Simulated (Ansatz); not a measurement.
**quartet OH at 6 levels**

We compute a comparison of 6 runs (UB2PLYP/3-21G, USVWN5/3-21G, UBLYP/cc-pVDZ, USVWN5/cc-pVDZ, RPA@PBE/cc-pVDZ, FCI/3-21G) of quartet OH. 

Program for the calculation: Ansatz 0.2.0.

62 further runs of the same task are left out: 62 set aside as unsound or not needed.

## Step 1: Starting point

OH has 2 atoms, charge 0, and is taken as a quartet. As SMILES of the parent species, `[OH]`. The coordinates come from a GFN2-xTB relaxation. That shape belongs to the parent species and isn't relaxed for this state.

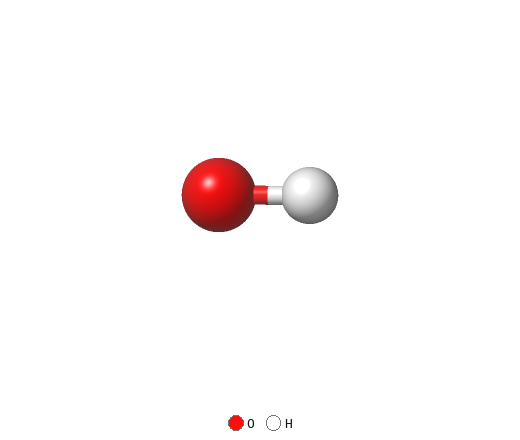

Viewed from a chosen angle; oxygen red, hydrogen white.

## Step 2: A single-point energy at UB2PLYP/3-21G (run 1)

run.yaml

```yaml
basis:
  gaussian: {orbitals: 3-21G.json}
crystal:
  periodic: [false, false, false]
  atoms:
    - symbol: O
      position_ang: [0.411770, -0.131830, 0.212430]
    - symbol: H
      position_ang: [-0.411770, 0.131830, -0.212430]
magnetization: {spin_polarized: true, initial_magnetization: 3}
hamiltonian: {xc: {name: B2PLYP}}
correlation: {frozen_orbitals: {H: 0, O: 1}}
accuracy: high
```

The basis set 3-21G is read from a file made from the Basis Set Exchange's data (not shown).

Command:

```sh
ansatz run run.yaml --threads 1 --pin off --max-ram 2610MiB --events-out events.jsonl --progress --plain --runs-dir runs
```

Log:

```text
Warning: RAYON_NUM_THREADS=1 ignored (pool sized by the plan → 1); use --threads N
Functional definition: B2PLYP
  name "B2PLYP"
  parameter a = 0.53
  parameter c = 0.27
  exchange = (1 - a)*b88_x + a*exact_x
  correlation = (1 - c)*lyp_c + c*(mp2_os + mp2_ss)
150 factors; integrals over basis functions are off by at most 5.2e-9 eV
mean field evaluation 1: about -2037.6073 eV, gradient 8.9e0 eV
mean field evaluation 2: about -2037.6094 eV, gradient 8.9e0 eV
mean field evaluation 4: about -2038.0402 eV, gradient 5.4e-1 eV
mean field evaluation 8: about -2038.0433 eV, gradient 1.6e-3 eV
mean field evaluation 16: about -2038.0433 eV, gradient 2.4e-8 eV
mean field -2038.04327640 eV, -74.8967089723 hartree, gradient 2.5e-8 eV, S^2 3.751804; 0 other end points of the search recorded, 0 dependent functions left out
1 core orbitals not correlated: weight in the atoms' cores, before any rotation towards them, 1.000 or more for the frozen orbitals, at most 0.000 for the correlated occupied ones
reference -2038.04328801 eV, -74.8967093991 hartree; 5, 2 occupied and 5, 8 virtual orbitals, 150 factors
second order -1.73722137 eV of doubles, -0.00000000 eV of singles
Total energy: -2038.51233778 eV, -74.9139466603 hartree
```

Run time: 0.38 s. Hardware: 1 thread of Arm Neoverse V2, shared host.

## Step 3: The energy at USVWN5/3-21G (run 2)

input.yaml

```yaml
crystal:
  periodic: [false, false, false]
  atoms:
    - {symbol: O, position_ang: [0.411770, -0.131830, 0.212430]}
    - {symbol: H, position_ang: [-0.411770, 0.131830, -0.212430]}
basis:
  gaussian: {orbitals: 3-21G.json}
accuracy: high
magnetization: {spin_polarized: true, initial_magnetization: 3}
hamiltonian: {xc: {name: SVWN5}}
```

The basis set 3-21G is read from a file made from the Basis Set Exchange's data (not shown).

Command:

```sh
ansatz run input.yaml --threads 1 --pin off --max-ram 2610MiB --events-out events.jsonl --progress --plain --runs-dir runs
```

Log:

```text
Warning: RAYON_NUM_THREADS=1 ignored (pool sized by the plan → 1); use --threads N
Functional definition: SVWN5
  name "SVWN5"
  exchange = slater_x
  correlation = vwn5_c
150 factors; integrals over basis functions are off by at most 5.2e-9 eV
mean field evaluation 1: about -2024.7605 eV, gradient 5.1e0 eV
mean field evaluation 2: about -2024.8968 eV, gradient 2.9e0 eV
mean field evaluation 4: about -2024.9249 eV, gradient 5.3e-2 eV
mean field evaluation 8: about -2024.9202 eV, gradient 6.2e-4 eV
mean field -2024.92021155 eV, -74.4144452341 hartree, gradient 9.9e-8 eV, S^2 3.750779; 0 other end points of the search recorded, 0 dependent functions left out
reference -2024.92021263 eV, -74.4144452738 hartree; 6, 3 occupied and 5, 8 virtual orbitals, 150 factors
Total energy: -2024.92021263 eV, -74.4144452738 hartree
```

Wall time 0.22 s (1 thread of Arm Neoverse V2, shared host).

Runs 3 to 5 aren't shown in full; the table further down has their settings and results.

## Step 4: A single-point energy at FCI/3-21G (run 6)

in.yaml

```yaml
crystal:
  periodic: [false, false, false]
  atoms:
    - {symbol: O, position_ang: [0.411770, -0.131830, 0.212430]}
    - {symbol: H, position_ang: [-0.411770, 0.131830, -0.212430]}
basis:
  gaussian:
    orbitals: 3-21G.json
magnetization:
  spin_polarized: true
  initial_magnetization: 3
correlation:
  method: fci
  frozen_orbitals: {H: 0, O: 1}
accuracy: high
```

The basis set 3-21G is read from a file made from the Basis Set Exchange's data (not shown).

Command:

```sh
ansatz run in.yaml --threads 1 --pin off --max-ram 2610MiB --events-out events.jsonl --progress --plain --runs-dir runs
```

Log:

```text
Warning: RAYON_NUM_THREADS=1 ignored (pool sized by the plan → 1); use --threads N
Functional definition: HF
  name "HF"
  exchange = exact_x
  correlation = 0
150 factors; integrals over basis functions are off by at most 5.2e-9 eV
mean field evaluation 1: about -2031.8296 eV, gradient 1.3e1 eV
mean field evaluation 2: about -2031.8372 eV, gradient 1.3e1 eV
mean field evaluation 4: about -2032.6982 eV, gradient 1.2e0 eV
mean field evaluation 8: about -2032.7138 eV, gradient 2.7e-5 eV
mean field evaluation 16: about -2032.7138 eV, gradient 2.3e-8 eV
mean field -2032.71382379 eV, -74.7008552013 hartree, gradient 2.3e-8 eV, S^2 3.753644; 0 other end points of the search recorded, 0 dependent functions left out
1 core orbitals not correlated: weight in the atoms' cores, before any rotation towards them, 1.000 or more for the frozen orbitals, at most 0.000 for the correlated occupied ones
reference -2032.61225365 eV, -74.6971225675 hartree; 5, 2 occupied and 5, 8 virtual orbitals, 150 factors
state -2034.42320374 eV, -74.7636737557 hartree
Total energy: -2034.42320374 eV, -74.7636737557 hartree
```

Run time: 0.3 s. Hardware: 1 thread of Arm Neoverse V2, shared host.

## Step 5: The series

```
run            level  frozen core orbitals  energy (Eh)   ⟨S²⟩  wall time
  1    UB2PLYP/3-21G                     1   -74.913947  3.752     0.38 s
  2     USVWN5/3-21G                     –   -74.414445  3.751     0.22 s
  3    UBLYP/cc-pVDZ                     –   -75.416569  3.752     0.42 s
  4   USVWN5/cc-pVDZ                     –   -74.856356  3.751     0.24 s
  5  RPA@PBE/cc-pVDZ                     1   -75.346529  3.752     0.48 s
  6        FCI/3-21G                     1   -74.763674      –      0.3 s
```

## Step 6: Summary of results

| quantity | value |
| --- | --- |
| run 6: total energy | -74.76367 Eh |
| run 6: correlation energy (1 core orbital frozen) | -66.6 mEh |

What this shows: Totals of different functionals can't be ranked against each other. All runs together took 2 s, the longest 0.48 s.
